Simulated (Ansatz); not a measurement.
**Geometry relaxation of CH₅NOSSi (part 1 of 2)**

- system: CH₅NOSSi
- method: RKS PBE-D4/def2-SVP (Ansatz 0.2.0)

The geometry: force-field start. Figures and captions count atoms from 1; the log counts them from 0 in places.

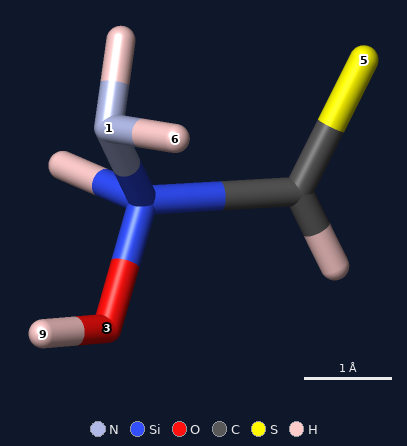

*The structure as given in the input (stick view, seen at a tilt; atoms are numbered from 1 in the order of the input).*

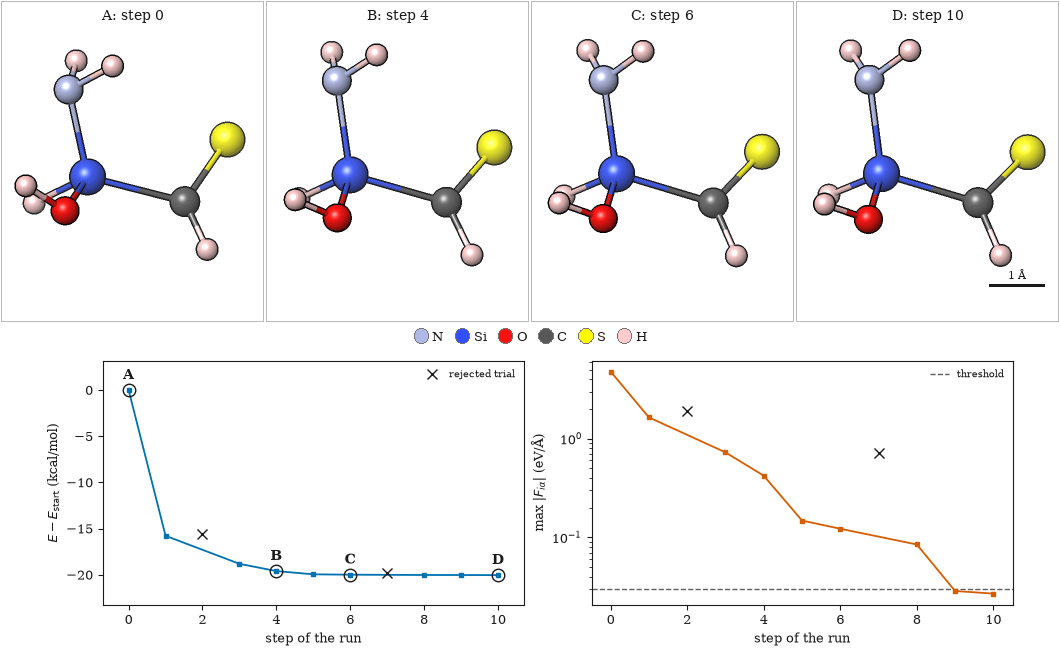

*Frames of the relaxation (ball-and-stick view, seen at a tilt) above the curves, on which the letters mark them (the first geometry is step 0 here and step 1 in the log).*

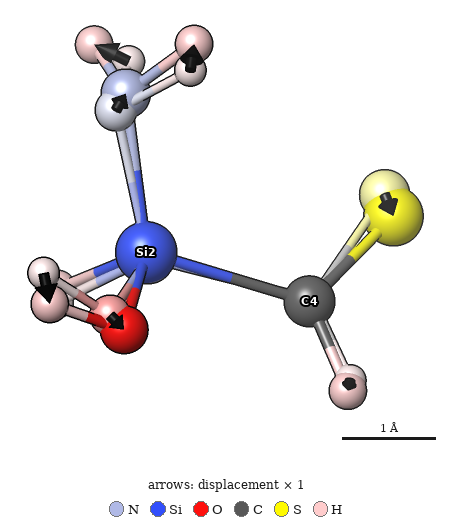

*Start (faint) and end (solid) with the displacements as black arrows, at true length (ball-and-stick view, seen at a tilt). The two geometries are laid on each other by the best rigid fit.*

The energy falls by 20.0 kcal/mol in 10 geometry steps. The largest force component goes from 4.8 to 0.027 eV/Å. The line search rejected the trial steps at points 2, 7 (counted from 0) and went back. The largest move after the best rigid fit is that of H7, 0.42 Å. By element the largest moves are H 0.42 Å, S 0.26 Å, O 0.22 Å, N 0.22 Å, C 0.08 Å, Si 0.07 Å. Among the contacts that change: C4–H10 1.032 → 1.115 Å, C4–S5 1.716 → 1.637 Å, N1–Si2 1.656 → 1.734 Å, Si2–O3 1.626 → 1.681 Å. Among the angles that change: N1–Si2–O3 98.5° → 111.4°, H6–N1–H7 98.8° → 109.6°, O3–Si2–C4 113.3° → 102.6°. (Atoms are counted from 1 in the order of the input.)

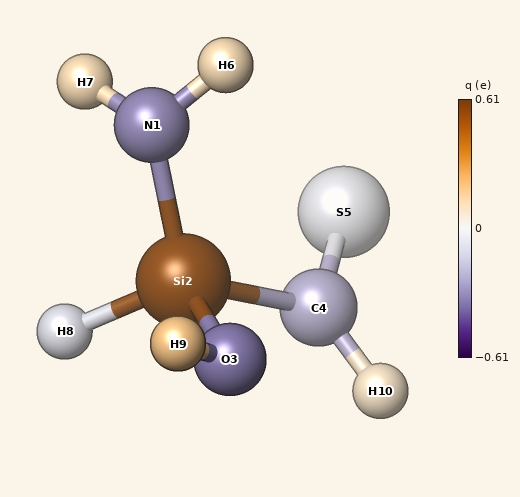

*Mulliken charges, as the colour of each atom (ball-and-stick view, seen at a tilt; atoms are numbered from 1 in the order of the input).*

By element: N −0.34, Si +0.59, O −0.35, C −0.26, S −0.08 and H −0.10 to +0.19 e.

The input that produced these results follows, with the program's output.

Input
```yaml
crystal:
  periodic: [false, false, false]
  atoms:
    - {symbol: N, position_ang: [-1.252700, -0.467800, 0.599000]}
    - {symbol: Si, position_ang: [0.248700, -0.455000, -0.098800]}
    - {symbol: O, position_ang: [1.124000, -0.859100, 1.210000]}
    - {symbol: C, position_ang: [0.839900, 1.149500, -0.935000]}
    - {symbol: S, position_ang: [-0.362400, 2.042300, -1.772400]}
    - {symbol: H, position_ang: [-1.392000, 0.440000, 1.143300]}
    - {symbol: H, position_ang: [-1.947600, -0.304000, -0.165400]}
    - {symbol: H, position_ang: [0.302800, -1.574700, -1.040400]}
    - {symbol: H, position_ang: [0.692100, -1.434600, 1.876800]}
    - {symbol: H, position_ang: [1.830300, 1.412100, -0.814000]}
basis:
  gaussian: {orbitals: def2-SVP}
hamiltonian: {xc: pbe, dispersion: d4}
relax: {f_tol: 0.03, max_steps: 200}
```

Command:
```bash
ansatz run in.yaml --threads 4 --pin off --events-out ev --progress --plain --max-ram 10444MiB
```

What the program printed
```
Functional definition: PBE
  name "PBE"
  cite "Perdew, Burke & Ernzerhof, Phys. Rev. Lett. 77, 3865 (1996) doi:10.1103/PhysRevLett.77.3865"
  parent pbe
  parameter kappa = 0.804
  parameter beta = 0.06672455060314922
  exchange = pbe_x(kappa = kappa, mu = beta*pi^2/3)
  correlation = pbe_c(beta = beta)
1164 factors; their error is unknown
mean field evaluation 1: about -23327.1527 eV, gradient 9.2e1 eV
mean field evaluation 2: about -23263.1794 eV, gradient 1.8e2 eV
mean field evaluation 4: about -23342.9229 eV, gradient 3.0e1 eV
mean field evaluation 8: about -23345.2163 eV, gradient 2.3e-1 eV
mean field evaluation 16: about -23345.1364 eV, gradient 1.9e-3 eV
mean field -23345.13642126 eV, -857.9179395794 hartree, gradient 5.0e-5 eV, S^2 0.000000; 1 other end points of the search recorded, 0 dependent functions left out
the calculation of the forces begins
reference -23345.13645411 eV, -857.9179407866 hartree; 28, 28 occupied and 75, 75 virtual orbitals, 1164 factors
relax step   1: F+E_penalty+E_count = -23345.38226290 eV  Δ(F+E_penalty+E_count) = +0.000e0 eV  max|allowed force component| = 4.779e0 eV/Å  Δτ_max = 0.0000 Å  (42 SCF iters, accepted)
these checks for a lower state are left out or cut short: starts, cluster_reference, orbital_swaps, neighbouring_geometries, increment
1164 factors; their error is unknown
mean field -23345.82108913 eV, -857.9431006596 hartree, gradient 1.2e-5 eV, S^2 0.000000; 0 other end points of the search recorded, 0 dependent functions left out
the calculation of the forces begins
reference -23345.82112247 eV, -857.9431018849 hartree; 28, 28 occupied and 75, 75 virtual orbitals, 1164 factors
relax step   2: F+E_penalty+E_count = -23346.06617535 eV  Δ(F+E_penalty+E_count) = -6.839e-1 eV  max|allowed force component| = 1.641e0 eV/Å  Δτ_max = 0.1321 Å  (29 SCF iters, accepted)
these checks for a lower state are left out or cut short: starts, cluster_reference, orbital_swaps, neighbouring_geometries, increment
1164 factors; their error is unknown
mean field evaluation 32: about -23345.8826 eV, gradient 7.4e-1 eV
mean field -23345.81078723 eV, -857.9427220717 hartree, gradient 2.6e-5 eV, S^2 0.000000; 0 other end points of the search recorded, 0 dependent functions left out
the calculation of the forces begins
reference -23345.81082111 eV, -857.9427233167 hartree; 28, 28 occupied and 75, 75 virtual orbitals, 1164 factors
relax step   3: F+E_penalty+E_count = -23346.05559596 eV  Δ(F+E_penalty+E_count) = +1.058e-2 eV  max|allowed force component| = 1.902e0 eV/Å  Δτ_max = 0.1947 Å  (34 SCF iters, rejected (line search))
these checks for a lower state are left out or cut short: starts, cluster_reference, orbital_swaps, neighbouring_geometries, increment
1164 factors; their error is unknown
mean field -23345.95367759 eV, -857.9479731957 hartree, gradient 5.9e-6 eV, S^2 0.000000; 0 other end points of the search recorded, 0 dependent functions left out
the calculation of the forces begins
reference -23345.95371120 eV, -857.9479744309 hartree; 28, 28 occupied and 75, 75 virtual orbitals, 1164 factors
relax step   4: F+E_penalty+E_count = -23346.19776043 eV  Δ(F+E_penalty+E_count) = -1.316e-1 eV  max|allowed force component| = 7.255e-1 eV/Å  Δτ_max = 0.0948 Å  (29 SCF iters, accepted)
these checks for a lower state are left out or cut short: starts, cluster_reference, orbital_swaps, neighbouring_geometries, increment
1164 factors; their error is unknown
mean field -23345.98821450 eV, -857.9492424037 hartree, gradient 1.4e-5 eV, S^2 0.000000; 0 other end points of the search recorded, 0 dependent functions left out
the calculation of the forces begins
reference -23345.98824815 eV, -857.9492436404 hartree; 28, 28 occupied and 75, 75 virtual orbitals, 1164 factors
relax step   5: F+E_penalty+E_count = -23346.23190338 eV  Δ(F+E_penalty+E_count) = -3.414e-2 eV  max|allowed force component| = 4.206e-1 eV/Å  Δτ_max = 0.0999 Å  (29 SCF iters, accepted)
these checks for a lower state are left out or cut short: starts, cluster_reference, orbital_swaps, neighbouring_geometries, increment
1164 factors; their error is unknown
mean field -23346.00470422 eV, -857.9498483896 hartree, gradient 2.1e-5 eV, S^2 0.000000; 0 other end points of the search recorded, 0 dependent functions left out
the calculation of the forces begins
reference -23346.00473784 eV, -857.9498496253 hartree; 28, 28 occupied and 75, 75 virtual orbitals, 1164 factors
relax step   6: F+E_penalty+E_count = -23346.24711736 eV  Δ(F+E_penalty+E_count) = -1.521e-2 eV  max|allowed force component| = 1.477e-1 eV/Å  Δτ_max = 0.1500 Å  (29 SCF iters, accepted)
these checks for a lower state are left out or cut short: starts, cluster_reference, orbital_swaps, neighbouring_geometries, increment
1164 factors; their error is unknown
mean field evaluation 64: about -23346.0070 eV, gradient 8.4e-4 eV
mean field -23346.00700596 eV, -857.9499329771 hartree, gradient 1.3e-5 eV, S^2 0.000000; 0 other end points of the search recorded, 0 dependent functions left out
the calculation of the forces begins
reference -23346.00703956 eV, -857.9499342118 hartree; 28, 28 occupied and 75, 75 virtual orbitals, 1164 factors
relax step   7: F+E_penalty+E_count = -23346.24884374 eV  Δ(F+E_penalty+E_count) = -1.726e-3 eV  max|allowed force component| = 1.220e-1 eV/Å  Δτ_max = 0.0303 Å  (30 SCF iters, accepted)
these checks for a lower state are left out or cut short: starts, cluster_reference, orbital_swaps, neighbouring_geometries, increment
1164 factors; their error is unknown
mean field -23345.99878130 eV, -857.9496307263 hartree, gradient 1.9e-5 eV, S^2 0.000000; 0 other end points of the search recorded, 0 dependent functions left out
the calculation of the forces begins
reference -23345.99881508 eV, -857.9496319679 hartree; 28, 28 occupied and 75, 75 virtual orbitals, 1164 factors
relax step   8: F+E_penalty+E_count = -23346.23979636 eV  Δ(F+E_penalty+E_count) = +9.047e-3 eV  max|allowed force component| = 7.119e-1 eV/Å  Δτ_max = 0.0690 Å  (30 SCF iters, rejected (line search))
these checks for a lower state are left out or cut short: starts, cluster_reference, orbital_swaps, neighbouring_geometries, increment
1164 factors; their error is unknown
mean field -23346.00845801 eV, -857.9499863391 hartree, gradient 1.4e-5 eV, S^2 0.000000; 0 other end points of the search recorded, 0 dependent functions left out
the calculation of the forces begins
reference -23346.00849168 eV, -857.9499875763 hartree; 28, 28 occupied and 75, 75 virtual orbitals, 1164 factors
relax step   9: F+E_penalty+E_count = -23346.25023119 eV  Δ(F+E_penalty+E_count) = -1.387e-3 eV  max|allowed force component| = 8.444e-2 eV/Å  Δτ_max = 0.0344 Å  (30 SCF iters, accepted)
these checks for a lower state are left out or cut short: starts, cluster_reference, orbital_swaps, neighbouring_geometries, increment
1164 factors; their error is unknown
mean field -23346.00832455 eV, -857.9499814346 hartree, gradient 1.5e-5 eV, S^2 0.000000; 0 other end points of the search recorded, 0 dependent functions left out
the calculation of the forces begins
reference -23346.00835822 eV, -857.9499826718 hartree; 28, 28 occupied and 75, 75 virtual orbitals, 1164 factors
relax step  10: F+E_penalty+E_count = -23346.25040440 eV  Δ(F+E_penalty+E_count) = -1.732e-4 eV  max|allowed force component| = 2.852e-2 eV/Å  Δτ_max = 0.0564 Å  (30 SCF iters, accepted)
these checks for a lower state are left out or cut short: starts, cluster_reference, orbital_swaps, neighbouring_geometries, increment
1164 factors; their error is unknown
mean field -23346.00892297 eV, -857.9500034258 hartree, gradient 1.4e-5 eV, S^2 0.000000; 0 other end points of the search recorded, 0 dependent functions left out
the calculation of the forces begins
reference -23346.00895663 eV, -857.9500046629 hartree; 28, 28 occupied and 75, 75 virtual orbitals, 1164 factors
```
